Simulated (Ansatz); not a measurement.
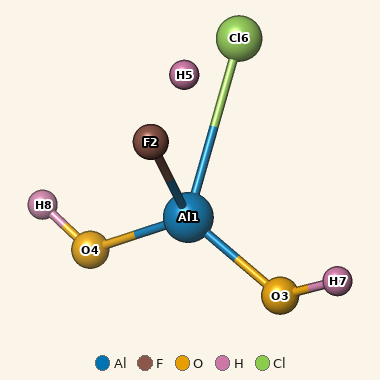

The system is the reacting system AlClFH3O2 (fragments AlFH₂O₂ + ClH where the first distance is long, AlClFH₃O₂ where the second is long); the picture shows the reference structure. 
- Coordinates scanned: (1) distance Al1–Cl6 (bond that forms); (2) distance H5–Cl6 (bond that breaks).
- Relaxed at each point: all other coordinates.
- Grid: 13 × 13 points. At 1 point there is no value.
- Points are written as (first, second).
- All energies are given in kJ/mol relative to the lowest grid point.
- Energies and slopes of some neighbouring points disagree (a jump in structure or state, or too coarse a mesh). The reference is spin-restricted, so regions where a bond is pulled apart into radicals lie too high.
- Level of theory: RKS PBE-D4/def2-SVP in Ansatz.

Its coordinates:

```xyz
8

Al   -0.3984   -0.0982   -0.1869
F     1.5336   -0.8826    0.1519
O    -0.6542    0.2323   -1.8309
O    -1.5804   -0.8684    0.7555
H     1.7058    0.1732    0.6921
Cl    0.9610    1.7017    1.1109
H    -0.0123    0.6616   -2.4148
H    -1.5551   -0.9196    1.7222
```

Range: distance Al1–Cl6 (bond that forms) from 2.007 to 3.807 Å; distance H5–Cl6 (bond that breaks) from 1.197 to 2.997 Å.

What will the energy surface look like?

Answer. The lowest grid point is at (2.199 Å, 1.954 Å). Other grid points that lie below all their neighbours: (2.610 Å, 1.389 Å) (10 kJ/mol higher). The highest grid point, (3.807 Å, 2.997 Å), lies 313 kJ/mol above the lowest.

```csv
"second ↓, first →",2.007,2.088,2.199,2.325,2.463,2.610,2.764,2.925,3.091,3.263,3.440,3.621,3.807
2.997,–,23,21,35,61,93,129,165,200,232,262,289,313
2.811,34,19,17,30,54,86,121,156,189,220,249,274,298
2.630,31,16,12,24,47,78,111,144,176,206,233,258,280
2.453,29,12,8,18,40,69,100,132,162,190,216,239,259
2.281,27,10,4,12,32,59,88,118,146,172,196,217,235
2.115,27,9,1,7,25,49,76,104,129,153,174,192,208
1.954,30,10,0,4,19,40,64,88,111,131,149,164,177
1.800,37,15,2,3,15,32,52,72,91,107,121,132,141
1.653,50,25,9,6,13,25,40,54,67,78,88,95,102
1.515,69,41,20,11,11,17,25,34,41,48,54,59,63
1.389,83,51,32,16,10,10,12,16,21,25,29,32,36
1.278,107,72,42,28,17,14,14,16,19,22,25,28,31
1.197,137,100,67,52,40,36,36,38,40,43,46,49,51
```

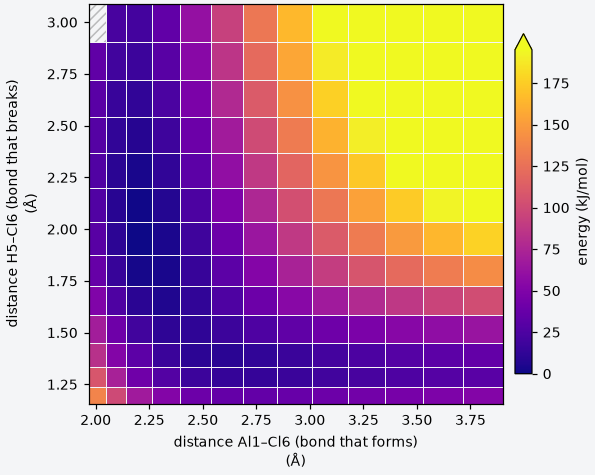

In the figure: one coloured cell a grid point, one colour for all values above the top of the scale, hatched blanks where no value was computed.

The whole map (168 points run) took 39 min on 1 thread of Arm Neoverse V2 (shared host).
